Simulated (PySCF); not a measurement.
## Electronic structure of C₂H₄P₂ (SMILES [H]/P=P\C=C) in real space

```yaml
atoms:
  - { symbol: C, position_ang: [-1.5488, -0.1718, 0.2575] }
  - { symbol: C, position_ang: [-0.2436, -0.1416, 0.0091] }
  - { symbol: P, position_ang: [0.7408, 1.3361, 0.3692] }
  - { symbol: P, position_ang: [2.6333, 0.8361, -0.1887] }
  - { symbol: H, position_ang: [-2.0608, 0.6776, 0.6782] }
  - { symbol: H, position_ang: [-2.1498, -1.0431, 0.0508] }
  - { symbol: H, position_ang: [0.2523, -1.0092, -0.4148] }
  - { symbol: H, position_ang: [2.3858, -0.4746, -0.6304] }
```

Geometry: GFN2-xTB.

Computed with PySCF 2.14.0, B3LYP/def2-SVPD, SCF density, gas phase.

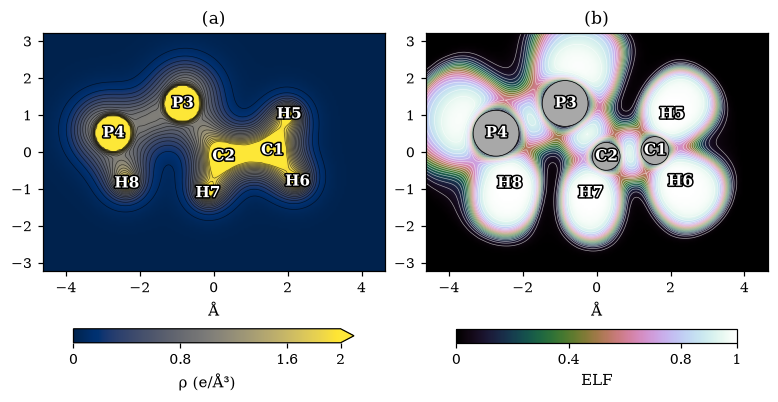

Figure 1. (a) electron density; (b) ELF on the molecular plane. Grey discs cover the atomic cores in the ELF map.

### Interpret the plot.

Atoms in the plane: C, P and H.
C–C (1.33 Å): the density is about 2.3 e/Å³ at the midpoint; the ELF peaks at about 0.95 between the atoms: a multiple bond.
C–P (1.81 Å): the density is about 1.2 e/Å³ at the midpoint; the ELF peaks at about 0.95 between the atoms: a shared electron pair.
P–P (2.04 Å): the density is about 1 e/Å³ at the midpoint; the ELF peaks at about 0.90 between the atoms; a covalent bond.
C–H (1.08 Å): the density is about 2 e/Å³ at the midpoint; the ELF climbs to about 1 towards the hydrogen, as it does in any bond to H (an ordinary covalent bond to hydrogen).
P–H (1.41 Å): the density is about 1.1 e/Å³ at the midpoint; the ELF climbs to about 1 towards the hydrogen.
The ELF also peaks beside P4 and P3, away from the bonds: lone-pair regions.

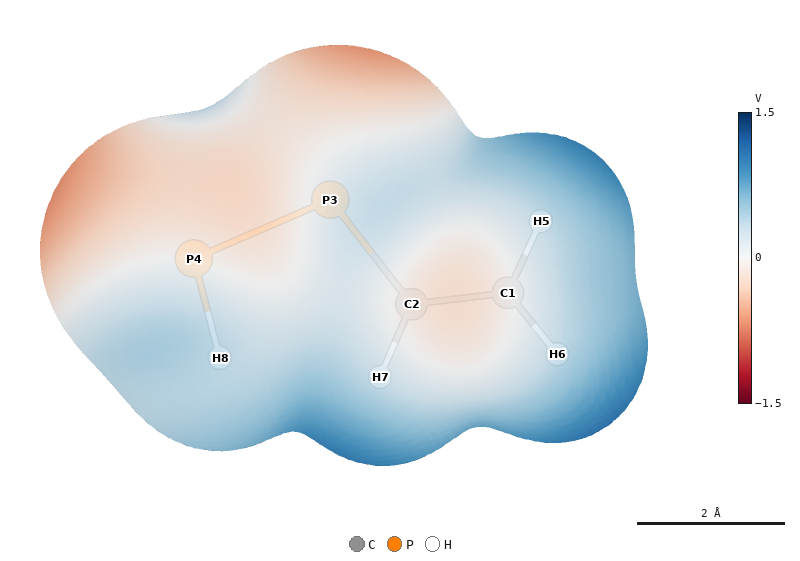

Figure 2. The molecular electrostatic potential painted on the density surface at 0.002 e/bohr³, seen across its widest extent; the colour scale runs from red (negative) to blue (positive).

### Where is the surface potential most negative and most positive?

The most negative region (about −0.7 V) lies over P3 and P4, the most positive (about +1.1 V) over H6 and H7.

### What dipole moment does the calculation give?

Its dipole moment is 2.06 D.

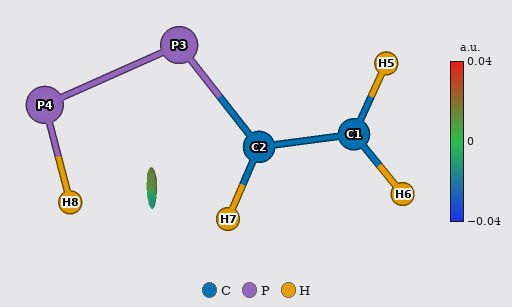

Figure 3. Non-covalent interaction (NCI) plot: the surface where the reduced density gradient is 0.4, for densities under 0.05 a.u., coloured by sign(λ₂)ρ; seen across its widest extent.

### Identify the weak interactions.

Near H7, H8 and C2: mostly steric crowding (olive to red).
